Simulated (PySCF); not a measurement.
**C4H5FO3Si (SMILES O=C/C=C(/F)[SiH2]OC=O): density, localisation and related maps**

Input

```
{"job": {"kind": "uv", "xc": "wB97X-D", "basis": "def2-SVPD", "nstates": 8, "ntriplets": 3}, "charge": 0, "multiplicity": 1}
O      0.624329     0.814048    -1.291853
C      1.345114     1.134838    -0.368293
C      1.567638     0.280988     0.773655
C      0.848424    -0.848300     0.792418
F      1.007538    -1.714250     1.795664
Si    -0.431025    -1.326359    -0.550739
O     -1.764247    -0.341158    -0.650816
C     -2.030038     0.809792    -0.090085
O     -1.381758     1.358303     0.749698
H      1.869800     2.100855    -0.380799
H      2.259264     0.569768     1.548983
H      0.100977    -1.529207    -1.882358
H     -1.041657    -2.531268     0.022378
H     -2.975036     1.221477    -0.490020
```

Launched as:

```sh
OMP_NUM_THREADS=1 python probes_run.py task.json out
```

Geometry: GFN2-xTB.

Level of theory: PySCF, wB97X-D/def2-SVPD, SCF density, gas phase.

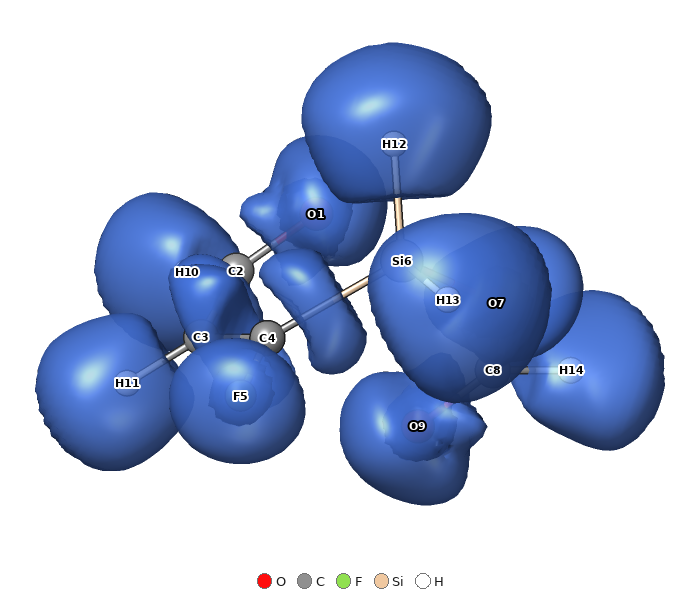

Figure 1. Isosurface of the ELF at 0.75 (blue), seen from one side. Only the valence region is drawn (cores and ρ < 0.01 e/Å³ removed).

Where are the electrons localised?

At this value the surface marks out two regions between bonded C–C atoms (shared pairs), one region between bonded C–Si atoms (shared pairs), five regions around hydrogen nuclei, one region on F in which the atom's valence shell and bonds are merged and three regions on O in which the atom's valence shell and bonds are merged.


C–O (1.19 Å): the ELF peaks at about 0.85 between the atoms (a short, multiple covalent bond). C–F (1.33 Å): the ELF peaks at about 0.85 between the atoms (a polar covalent bond).

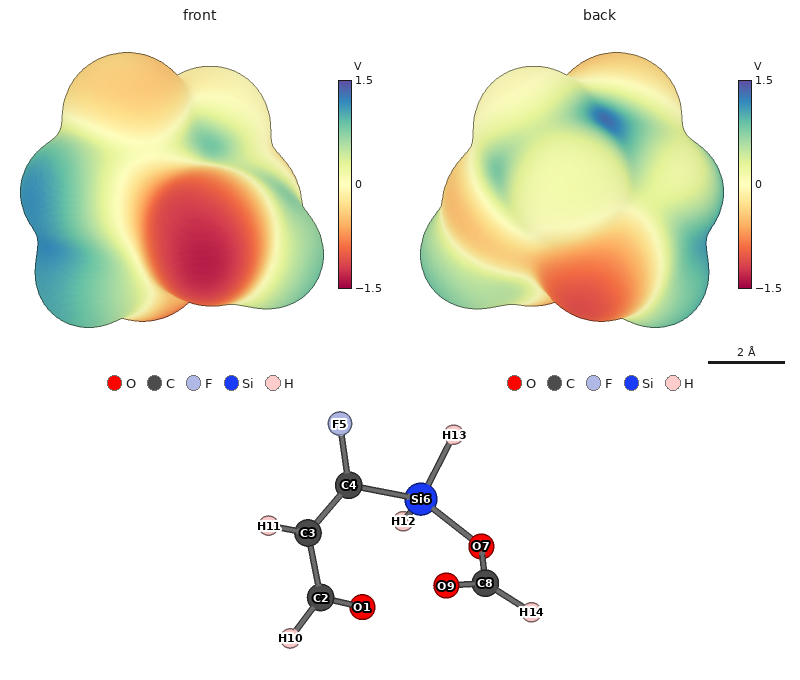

Figure 2. The molecular electrostatic potential painted on the density surface at 0.001 e/bohr³, seen from the front and from behind; the colour scale runs from red (negative) to blue (positive). The bare structure is drawn below in the same view.

Which sites attract a positive test charge, and which a negative one?

A positive charge is drawn to the negative regions and a negative charge to the positive ones. The most negative region (about −1.3 V, or −30 kcal/mol for a unit charge) lies over O9, the most positive (about +1.2 V, or +28 kcal/mol for a unit charge) over the C, H and Si atoms. O9 is the likeliest acceptor of a hydrogen bond.
